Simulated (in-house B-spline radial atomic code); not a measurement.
# Many-body perturbation calculation, with input and output: Pr³⁺

System: Pr³⁺, core [Kr] 4d10 5s2 5p6.
Method: configuration interaction of two valence electrons with many-body perturbation theory for the core (screened one- and two-electron correlation potentials), Breit and QED, no-pair Dirac, B-spline basis (in-house B-spline radial atomic code).

### The input
```
basis_form = 3
Z = 59
core_configuration = [Kr] 4d10 5s2 5p6
rms_radius = 4.8919
mass_number = 141
speed_of_light = 137.035999084
box_radius = 18.0
lmax = 6
intervals = 64
virtual_cutoff = 6962.0
```

Launched within a batch (the task file carries these settings):
```bash
python <driver script> task.json out
```

The program writes its results to a structured record and prints no log; tables and figures of this report are taken from that record.

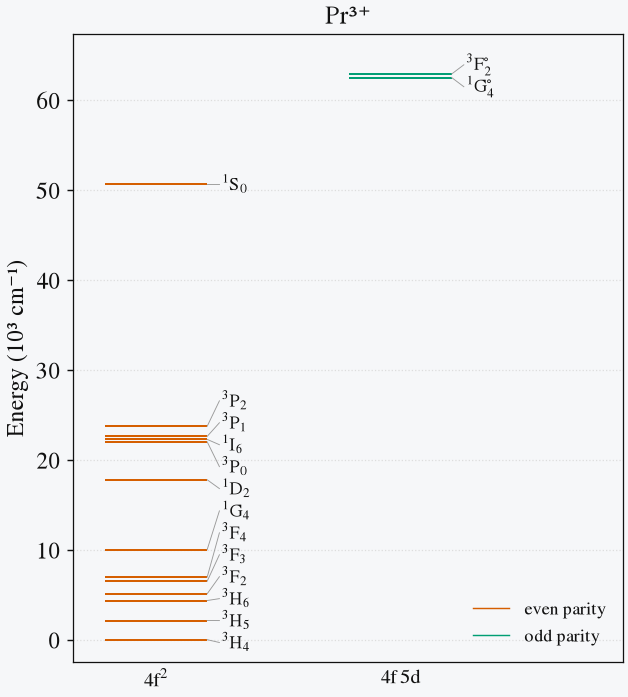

Levels of Pr IV (Pr³⁺), two electrons outside the core [Kr] 4d¹⁰ 5s² 5p⁶. CI+MBPT: configuration interaction in the frozen-core Dirac–Hartree–Fock potential with screened core-valence correlation, Breit and QED terms; computed with a B-spline radial code. The lowest level is 4f² ³H₄. The first excited level, 4f² ³H₅, lies at 2,130 cm⁻¹. The ground term spreads over 4,350 cm⁻¹ in the order J = 4, 5, 6, a normal multiplet. The lowest level of opposite parity, 4f 5d ¹G°₄, is at 62,500 cm⁻¹. The ionisation energy is 39.13 eV, against 30.30 eV from CI without core-valence correlation and a semi-empirical value of 38.98 eV.

```tsv
Level	E (cm⁻¹)
4f² ³H₄	0
4f² ³H₅	2,131
4f² ³H₆	4,352
4f² ³F₂	5,103
4f² ³F₃	6,502
4f² ³F₄	6,953
4f² ¹G₄	10,020
4f² ¹D₂	17,780
4f² ³P₀	22,010
4f² ¹I₆	22,270
4f² ³P₁	22,610
4f² ³P₂	23,730
4f² ¹S₀	50,640
4f 5d ¹G°₄	62,510
4f 5d ³F°₂	62,900
```

### Results in brief

| quantity | value |
| --- | --- |
| outcome | converged |
| hardware | 1 CPU thread, shared host |
| wall time | 4 min |

### Remarks

Limits: levels with the lowest nd electron over a p6 core lie up to 1200 cm⁻¹ too low for each such electron near neutrality.
